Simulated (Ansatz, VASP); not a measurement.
**Cross-check of NaCl (Halite) between VASP and Ansatz**

Aim: how closely do two programs agree when they are given the same cell, functional and k mesh? The cell is a member of a volume series, scaled by 0.985 from a relaxed one, so a pressure remains.

Main program and level: Ansatz 0.2.0; plane waves, with VASP 6.6.1 beside it; single point at r2SCAN with rVV10 and single point at RPBE.

### 1. Starting point

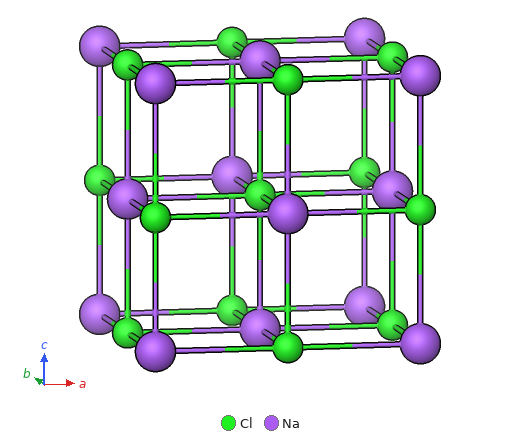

Start, viewed slightly off an axis; chlorine green, sodium purple. This picture shows the conventional cell, with its axes. Some periodic images of atoms are drawn too.

As a file:

```
Cl Na
1.0
     0.00000    2.76118    2.76118
     2.76118    0.00000    2.76118
     2.76118    2.76118    0.00000
Cl Na
1 1
Direct
  0.50000 0.50000 0.50000
  0.00000 0.00000 0.00000
```

### 2. VASP: single point, r2SCAN with rVV10

A single point gives forces, pressure and levels at one fixed geometry, so differences don't come from the geometry; what else differs is listed under the comparison.

Lines of VASP's logs that name or quote its potential files are left out, and so is its time.

The input asks for a relaxation, which ended at its first step since no free force or stress exceeded the threshold; so it serves as a single point.

The input, INCAR:

```
SYSTEM = NaCl
PREC = Accurate
ENCUT = 450
EDIFF = 1E-06
NELM = 100
ISMEAR = 0
SIGMA = 0.03
LREAL = .FALSE.
ALGO = Normal
METAGGA = R2SCAN
LUSE_VDW = .TRUE.
IVDW_NL = 2
BPARAM = 11.95
CPARAM = 0.0093
LASPH = .TRUE.
NBANDS = 13
LORBIT = 11
LWAVE = .FALSE.
LCHARG = .FALSE.
KPAR = 4
IBRION = 2
NSW = 30
ISIF = 4
EDIFFG = -0.01
```

The input, POSCAR:

```
NaCl
1.0
    0.0000000000      2.7611793971      2.7611793971
    2.7611793971      0.0000000000      2.7611793971
    2.7611793971      2.7611793971      0.0000000000
Cl Na
1 1
Direct
    0.5000000000      0.5000000000      0.5000000000
    0.0000000000      0.0000000000      0.0000000000
```

The input, KPOINTS:

```
Automatic mesh
0
Gamma
6 6 6
0 0 0
```

Potentials, in the order of the species: Cl and Na_pv (PBE family, release 64).

Started as:

```bash
> mpirun -np 4 vasp_std
```

Numbers of over 12 decimals in the logs are rounded to 6 here.

The log of the run:

```text
[banner, memory and clock lines left out]
running    4 mpi-ranks, on    1 nodes
 distrk:  each k-point on    1 cores,    4 groups
 distr:  one band on    1 cores,    1 groups

 POSCAR found type information on POSCAR ClNa
 POSCAR found :  2 types and       2 ions
|                                                                             |
|               ----> ADVICE to this user running VASP <----                  |
|                                                                             |
|     You have switched on vdW-DFT.                                           |
|     This routine was written and supplied by Jiri Klimes. We recommend      |
|     that you carefully read and cite the following publications:            |
|       J. Klimes, D.R. Bowler, A. Michelides                                 |
|          J. Phys.: Cond Matt. 22 022201 (2010)                              |
|       J. Klimes, D.R. Bowler, A. Michelides                                 |
|          Phys. Rev. B. 83, 195131 (2011)                                    |
|     and references therein.                                                 |
|                                                                             |

|                                                                             |
|               ----> ADVICE to this user running VASP <----                  |
|                                                                             |
|     You enforced a specific xc type in the INCAR file but a different       |
|     [... a line on the potential file left out ...]
|     I HOPE YOU KNOW WHAT YOU ARE DOING!                                     |
|                                                                             |

 LDA part: xc-table for (None), standard interpolation
 POSCAR, INCAR and KPOINTS ok, starting setup
 FFT: planning ... GRIDC
 FFT: planning ... GRID_SOFT
 FFT: planning ... GRID
 WAVECAR not read
 entering main loop
       N       E                     dE             d eps       ncg     rms          rms(c)
Total rVV10 correction in eV:      0.4296439    14.8940642
Total rVV10 correction in eV:      0.4296439    14.8940642
Total rVV10 correction in eV:      0.4296439    14.8940642
Total rVV10 correction in eV:      0.4296439    14.8940642
DAV:   1     0.841858818235E+02    0.84186E+02   -0.68210E+03   426   0.977E+02
DAV:   2    -0.766642148633E+01   -0.91852E+02   -0.83871E+02   454   0.261E+02
DAV:   3    -0.153297267849E+02   -0.76633E+01   -0.76037E+01   536   0.726E+01
DAV:   4    -0.154689807091E+02   -0.13925E+00   -0.13919E+00   491   0.103E+01
DAV:   5    -0.154717161073E+02   -0.27354E-02   -0.27353E-02   506   0.152E+00    0.227E+00
Total rVV10 correction in eV:      0.4418750    14.8940651
Total rVV10 correction in eV:      0.4418750    14.8940651
Total rVV10 correction in eV:      0.4418750    14.8940651
Total rVV10 correction in eV:      0.4418750    14.8940651
DAV:   6    -0.133326558097E+02    0.21391E+01   -0.54215E-01   436   0.776E+00    0.233E+00
Total rVV10 correction in eV:      0.4570510    14.8940651
Total rVV10 correction in eV:      0.4570510    14.8940651
Total rVV10 correction in eV:      0.4570510    14.8940651
Total rVV10 correction in eV:      0.4570510    14.8940651
DAV:   7    -0.133144227909E+02    0.18233E-01   -0.14909E-01   476   0.294E+00    0.121E+00
Total rVV10 correction in eV:      0.4587439    14.8940651
Total rVV10 correction in eV:      0.4587439    14.8940651
Total rVV10 correction in eV:      0.4587439    14.8940651
Total rVV10 correction in eV:      0.4587439    14.8940651
DAV:   8    -0.133183239073E+02   -0.39011E-02   -0.66731E-03   491   0.608E-01    0.489E-01
Total rVV10 correction in eV:      0.4637441    14.8940651
Total rVV10 correction in eV:      0.4637441    14.8940651
Total rVV10 correction in eV:      0.4637441    14.8940651
Total rVV10 correction in eV:      0.4637441    14.8940651
DAV:   9    -0.133197129434E+02   -0.13890E-02   -0.37731E-03   426   0.607E-01    0.122E-01
Total rVV10 correction in eV:      0.4636687    14.8940651
Total rVV10 correction in eV:      0.4636687    14.8940651
Total rVV10 correction in eV:      0.4636687    14.8940651
Total rVV10 correction in eV:      0.4636687    14.8940651
DAV:  10    -0.133197317483E+02   -0.18805E-04   -0.74562E-05   546   0.759E-02    0.461E-02
Total rVV10 correction in eV:      0.4639546    14.8940651
Total rVV10 correction in eV:      0.4639546    14.8940651
Total rVV10 correction in eV:      0.4639546    14.8940651
Total rVV10 correction in eV:      0.4639546    14.8940651
DAV:  11    -0.133197482082E+02   -0.16460E-04   -0.49799E-05   441   0.643E-02    0.731E-02
Total rVV10 correction in eV:      0.4638797    14.8940651
Total rVV10 correction in eV:      0.4638797    14.8940651
Total rVV10 correction in eV:      0.4638797    14.8940651
Total rVV10 correction in eV:      0.4638797    14.8940651
DAV:  12    -0.133197507152E+02   -0.25070E-05   -0.64459E-06   486   0.184E-02    0.534E-03
Total rVV10 correction in eV:      0.4638879    14.8940651
Total rVV10 correction in eV:      0.4638879    14.8940651
Total rVV10 correction in eV:      0.4638879    14.8940651
Total rVV10 correction in eV:      0.4638879    14.8940651
DAV:  13    -0.133197520385E+02   -0.13233E-05   -0.16382E-07   303   0.395E-03    0.553E-03
Total rVV10 correction in eV:      0.4638882    14.8940651
Total rVV10 correction in eV:      0.4638882    14.8940651
Total rVV10 correction in eV:      0.4638882    14.8940651
Total rVV10 correction in eV:      0.4638882    14.8940651
DAV:  14    -0.133197550021E+02   -0.29636E-05   -0.18040E-07   258   0.372E-03    0.107E-03
Total rVV10 correction in eV:      0.4638867    14.8940651
Total rVV10 correction in eV:      0.4638867    14.8940651
Total rVV10 correction in eV:      0.4638867    14.8940651
Total rVV10 correction in eV:      0.4638867    14.8940651
DAV:  15    -0.133197548930E+02    0.10912E-06   -0.14976E-08   253   0.124E-03
Total rVV10 correction in eV:      0.4638867    14.8940651
Total rVV10 correction in eV:      0.4638867    14.8940651
Total rVV10 correction in eV:      0.4638867    14.8940651
Total rVV10 correction in eV:      0.4638867    14.8940651
Total rVV10 correction in eV:      0.4638878    14.8940651
Total rVV10 correction in eV:      0.4638878    14.8940651
Total rVV10 correction in eV:      0.4638878    14.8940651
Total rVV10 correction in eV:      0.4638878    14.8940651
   1 F= -.13319755E+02 E0= -.13319755E+02  d E =-.133198E+02
 curvature:   0.00 expect dE= 0.000E+00 dE for cont linesearch  0.000E+00
 trial: gam= 0.00000 g(F)=  0.871E-60 g(S)=  0.129E-33 ort = 0.000E+00 (trialstep = 0.100E+01)
 search vector abs. value=  0.100E-09
 reached required accuracy - stopping structural energy minimisation
```

Parts of OUTCAR (step 2):

```text
ion  position               nearest neighbor table
   1  0.500  0.500  0.500-
   2  0.000  0.000  0.000-

  LATTYP: Found a face centered cubic cell.
 ALAT       =     5.5223587942

 Subroutine GETGRP returns: Found 48 space group operations
 (whereof 48 operations were pure point group operations)

The static configuration has the point symmetry O_h .

 Found     16 irreducible k-points:

   k-points           NKPTS =     16   k-points in BZ     NKDIM =     16   number of bands    NBANDS=     13

   dimension x,y,z NGX =    28 NGY =   28 NGZ =   28
   dimension x,y,z NGXF=    56 NGYF=   56 NGZF=   56

   ENCUT  =  450.0 eV  33.07 Ry    5.75 a.u.   6.75  6.75  6.75*2*pi/ulx,y,z

   NELECT =      14.0000    total number of electrons

 k-points in reciprocal lattice and weights: Automatic mesh
   0.00000000  0.00000000  0.00000000       0.005
   0.16666667  0.00000000  0.00000000       0.037
   0.33333333  0.00000000  0.00000000       0.037
   0.50000000  0.00000000  0.00000000       0.019
   0.16666667  0.16666667  0.00000000       0.028
   0.33333333  0.16666667  0.00000000       0.111
   0.50000000  0.16666667  0.00000000       0.111
  -0.33333333  0.16666667  0.00000000       0.111
  -0.16666667  0.16666667  0.00000000       0.056
[...]
-0.33333333  0.33333333  0.16666667       0.111
  -0.33333333  0.50000000  0.16666667       0.056

 average (electrostatic) potential at core
       1 -96.6318       2 -51.6482

 E-fermi :  -0.5701

 k-point     1 :       0.0000    0.0000    0.0000
  band No.  band energies     occupation
    ...
      3     -22.1567      2.00000
      4     -14.1716      2.00000
      5      -0.7891      2.00000
      6      -0.7891      2.00000
      7      -0.7891      2.00000
      8       5.3233      0.00000
      9      10.9742      0.00000
     10      10.9743      0.00000
     11      10.9743      0.00000
     12      13.3313      0.00000
    ...

 k-point     2 :       0.1667    0.0000    0.0000
  band No.  band energies     occupation
    ...
      3     -22.1572      2.00000
      4     -14.0729      2.00000
      5      -1.4439      2.00000
      6      -0.8730      2.00000
      7      -0.8730      2.00000
      8       6.1660      0.00000
      9      10.2055      0.00000
     10      11.3223      0.00000
     11      11.3223      0.00000
     12      13.0874      0.00000
    ...

 k-point     3 :       0.3333    0.0000    0.0000
  band No.  band energies     occupation
    ...
      3     -22.1584      2.00000
      4     -13.8659      2.00000
      5      -2.4842      2.00000
      6      -1.0326      2.00000
      7      -1.0326      2.00000
      8       7.1266      0.00000
      9      10.3563      0.00000
     10      11.2832      0.00000
     11      11.2834      0.00000
     12      14.2401      0.00000
    ...

  Total        0.1191428      0.1191428      0.1191428     -0.0000000      0.0000000     -0.0000000
  in kB        4.5338239      4.5338239      4.5338239     -0.0000000      0.0000000     -0.0000000
  external PRESSURE =       4.5338239 kB  Pullay stress =       0.0000000 kB

  energy-cutoff  :      450.00
  volume of cell :       42.10
      direct lattice vectors                 reciprocal lattice vectors
     0.000000000  2.761179397  2.761179397    -0.181082041  0.181082041  0.181082041
     2.761179397  0.000000000  2.761179397     0.181082041 -0.181082041  0.181082041
     2.761179397  2.761179397  0.000000000     0.181082041  0.181082041 -0.181082041

 POSITION                                       TOTAL-FORCE (eV/Angst)
 -----------------------------------------------------------------------------------
      2.76118      2.76118      2.76118         0.000000     -0.000000      0.000000
      0.00000      0.00000      0.00000         0.000000      0.000000     -0.000000
 -----------------------------------------------------------------------------------
    total drift:                                0.000000      0.000000      0.000000

  FREE ENERGIE OF THE ION-ELECTRON SYSTEM (eV)
  ---------------------------------------------------
  free  energy   TOTEN  =       -13.3197548930 eV

  energy  without entropy=      -13.3197548930  energy(sigma->0) =      -13.31975489

 reached required accuracy - stopping structural energy minimisation

 total charge
# of ion       s       p       d       tot
------------------------------------------
    1        1.594   3.619   0.000   5.213
    2        0.040   5.984   0.000   6.025
--------------------------------------------------
tot          1.634   9.603   0.000  11.237

[... 3 further parts left out ...]
```

CONTCAR:

```
NaCl
   1.00000000000000
     0.0000000000000000    2.7611793970999998    2.7611793970999998
     2.7611793970999998    0.0000000000000000    2.7611793970999998
     2.7611793970999998    2.7611793970999998    0.0000000000000000
  Cl              Na
     1     1
Direct
     0.5000000000000000    0.5000000000000000    0.5000000000000000
     0.0000000000000000    0.0000000000000000    0.0000000000000000
```

### 3. Ansatz: single point, r2SCAN with rVV10

Ansatz runs on its default PAW (the set named soft_2) files.

The same cell, functional, mesh and smearing now go to Ansatz, which takes its cutoff from its data sets.

The input, input.yaml:

```yaml
crystal:
  lattice:
    - [0.0, 2.7611794, 2.7611794]
    - [2.7611794, 0.0, 2.7611794]
    - [2.7611794, 2.7611794, 0.0]
  atoms:
    - { symbol: Cl, position: [0.5, 0.5, 0.5] }
    - { symbol: Na, position: [0.0, 0.0, 0.0] }
hamiltonian:
  xc: r2scan
  pseudopotentials: { kind: paw }
  dispersion: rvv10
kpoints:
  mp_grid: { grid: [6, 6, 6] }
scf:
  occupations: { method: gaussian, width: 0.03 }
  n_extra_bands: 4
output:
  forces: true
  stress: true
  eigenvalues: true
```

Started as:

```bash
> ansatz run input.yaml --threads 2 --pin off --max-ram 4608MiB --backend cpu --events-out ev --progress --plain --runs-dir out
```

The log of the run:

```text
scf.n_extra_bands = 4 over 8 filled bands (N_el = 16.0): the run solves 12 bands
Engine: ansatz 0.2.0, aarch64-unknown-linux-gnu
Pseudopotentials: kind: paw
Pseudopotential: Cl, paw, valence charge 7, recommended cutoff 500 eV (meta_gga), Cl.paw.azcp
Pseudopotential: Na, paw, valence charge 9, recommended cutoff 500 eV (meta_gga), Na.paw.azcp
Functional definition: r2SCAN+rVV10
  parameter k0 = 0.174
  parameter k1 = 0.065
  parameter a1 = 4.9479
  exchange = r2scan_x(k0 = k0, k1 = k1, a1 = a1)
  correlation = r2scan_c + rvv10(11.95, 0.0093)
Crystal: 2 atoms, lattice volume = 42.103 Å³
Basis set: ecut = 500 eV, 1067 PW (Γ), exchange–correlation on 128×128×128 points (64 copies of the dense FFT grid, shifted against one another)
Bands: 12, of which v1, the nominal top of the filled ones, is band 8 counted from 1 (7 counted from 0)
Symmetry: 48 space group operations
Space group: Fm-3m (ITA 225), of the structure as read, at distance tolerance 3.5e-5 Å
k-points: 16 of 216
Non-local potential: Cl, projectors of the file, l = 0: 2, l = 1: 2, l = 2: 2
Non-local potential: Na, projectors of the file, l = 0: 3, l = 1: 2, l = 2: 1
PAW form: soft (Blöchl's): semilocal exchange-correlation on the pseudo side does not see the compensation charge
rVV10 density: all electrons in the spheres
PAW frozen core: Cl, regenerated for the run's functional (the file was generated under x = pbe(κ = 0.804, μ = 0.219515), c = pbe(β = 0.066725))
PAW frozen core: Na, regenerated for the run's functional (the file was generated under x = pbe(κ = 0.804, μ = 0.219515), c = pbe(β = 0.066725))
PAW one-centre angular grid: Cl, 302 points (default); XC on 160 Gauss nodes
PAW one-centre angular grid: Na, 302 points (default); XC on 339 of its mesh's 2595 points in the sphere
Initial density: superposition of atomic densities (neutral atoms: chi_scale 0, normalization atom), corrected by the library's trained network
Initial wavefunctions: pseudopotential atomic-orbital guess
Functional: x = r2scan, c = r2scan + rvv10(b = 11.95, C = 0.0093); τ floored in thin density (d = 2e-4 eV/Å³)
SCF iter   1: F=—  HF=-2575.249881 eV  |F-HF|=—  |Δ(HF+E_count)|=         —  Δρ=7.29e-3  dr2=1.07e-2  dr2_τ=1.85e-3  ethr=1.77e-3  ⟨swp⟩=5.7  Hψ=1156  notcnv=0
preconditioner: auto → none  [insulator: Δε(μ)=6.050 eV  Ē_g=14.768 eV  σ=0.030 eV  W_gap=1.00  n_scr=14 (ndim 8)  ℏωp=16.2 eV  f_vac=0.020  D(μ)=0.00/eV (n_scr^D=0)  ε∞_Penn≈2.2]
SCF iter   2: F=—  HF=-2575.260246 eV  |F-HF|=—  |Δ(HF+E_count)|=   1.04e-2  Δρ=1.95e-3  dr2=9.21e-4  dr2_τ=1.96e-4  ethr=6.66e-5  ⟨swp⟩=2.1  Hψ=513  notcnv=0
SCF iter   3: F=—  HF=-2575.260266 eV  |F-HF|=—  |Δ(HF+E_count)|=   1.97e-5  Δρ=6.28e-4  dr2=1.01e-4  dr2_τ=2.29e-5  ethr=5.76e-6  ⟨swp⟩=2.0  Hψ=313  notcnv=0
SCF iter   4: F=—  HF=-2575.260269 eV  |F-HF|=—  |Δ(HF+E_count)|=   3.00e-6  Δρ=3.08e-4  dr2=1.31e-5  dr2_τ=2.21e-6  ethr=6.29e-7  ⟨swp⟩=2.1  Hψ=251  notcnv=0
SCF iter   5: F=—  HF=-2575.260278 eV  |F-HF|=—  |Δ(HF+E_count)|=   9.49e-6  Δρ=1.54e-5  dr2=1.20e-7  dr2_τ=1.03e-8  ethr=8.17e-8  ⟨swp⟩=3.0  Hψ=320  notcnv=0
SCF iter   6: F=-2575.260278 eV  HF=-2575.260278 eV  |F-HF|=2.40e-9  |Δ(HF+E_count)|=   2.41e-8  Δρ=3.60e-6  dr2=5.10e-9  dr2_τ=5.00e-10  ethr=6.25e-10  ⟨swp⟩=5.0  Hψ=842  notcnv=0
SCF 1 converged in 6 iterations: F = -2575.260278 eV  dr2 = 5.10e-9
  greatest PAW one-centre occupation: 1.000 electrons in one spin orbital (limit 2), on the Na atom at site 1 (counted from 0), in its partial waves of l = 0
SCF converged after 6 iterations
Free energy (F): -2575.260278 eV
Harris-Foulkes:  -2575.260278 eV  (|F-HF|=2.40e-9)
Internal energy: -2575.260278 eV  (E = F + TS)
E sigma→0 (E₀):  -2575.260278 eV
Fermi energy:    4.217355 eV
--- Per-component energies (eV) ---
  E_band       = -242.092745
  E_kinetic    = 283.115888
  E_local      = -1499.981582  (includes V_loc(G=0)·N_el)
  E_nonlocal   = 144.258539
  E_hartree    = 528.838510
  E_xc         = -140.887084
  E_vxc        = -190.962199  (∫ρ·V_xc dr)
  E_paw        = -934.345640  (= ΣΔE_a)
  E_vpaw       = -48.255546  (= ΣTr[D̂ρ^β])
  E_aug_tail   = 0.000023  (compensation charges beyond the density's cutoff)
  E_vtau       = 12.055589  (kinetic-family band-sum trace: ∫τ·v_τ [+ j·A + Jᵃ·Aᵃ] dr)
  E_ewald      = -956.096258
  E_core_change = -0.162674  (= ΣΔE_core)
  E_smearing   = -0.000000  (= −TS)
  E_closure    = -0.000000  (closes the sum)
  Σ components = -2575.260278   (vs F -2575.260278, Δ=0.00e0)
--- Forces (eV/Å), atoms counted from 1 ---
  atom   1  Cl     0.00000000    -0.00000000     0.00000000
  atom   2  Na    -0.00000000     0.00000000     0.00000000
  max |Σ_I F_I| component: 2.99e-30 eV/Å
--- Stress (GPa, compression-positive) ---
        0.761380       0.000000      -0.000000
       -0.000000       0.761380       0.000000
        0.000000      -0.000000       0.761380
  P = ⅓ Tr σ = 0.7614 GPa (7.614 kbar)
--- Band table (eV; the first three rows and the last of 16) ---
  k-point 0: bands = [... 4 lower, -12.2024, 1.1713, 1.1713, 1.1713, 7.2632, 12.8954, 12.8954, 12.8954]
  k-point 1: bands = [... 4 lower, -12.1037, 0.5141, 1.0895, 1.0895, 8.1095, 12.1404, 13.2260, 13.2260]
  k-point 2: bands = [... 4 lower, -11.8968, -0.5283, 0.9339, 0.9339, 9.0692, 12.3023, 13.1408, 13.1408]
  k-point 15: bands = [... 4 lower, -11.7175, -0.4563, 0.1344, 0.3649, 10.5885, 10.6320, 12.6571, 14.4008]
```

The job ended after 1.7 s (2 threads of Arm Neoverse V2, shared host; peak memory 0.38 GiB).

Reading the cycles: dr2 is the Hartree energy of the density residual (eV), the measure of convergence; HF is the Harris–Foulkes estimate of the energy, which meets the free energy F at convergence.

The run ends at a pressure of 0.76 GPa.

### 4. Comparison

Known differences besides the PAW data sets themselves: VASP keeps PBE cores, Ansatz makes them for the functional; the data sets hold 16 valence electrons in Ansatz (default PAW (the set named soft_2) files) and 14 in VASP; the cutoff is 500 eV in Ansatz and 450 eV in VASP. Total energies have different zeros and are not compared.

The two programs side by side:

| quantity | Ansatz | VASP | difference |
| --- | --- | --- | --- |
| pressure (GPa) | 0.76 | 0.45 | +0.31 |
| gap on the k mesh (eV) | 6.092 | 6.112 | -0.020 |

(Part 1 of 2 ends here.)

[Lines on the potential files, build, host, timing and source positions are cut from VASP's logs without a mark.]

[Logs are printed without paths, hosts, clocks, repeated set-up lines and the standing remarks that a program may print on its own settings, such as how far it seeks lower states.]

[Hosts, paths, dates, database ids (printed as entryN), source tags and the programs' standing remarks are cut or masked in the printed files.]
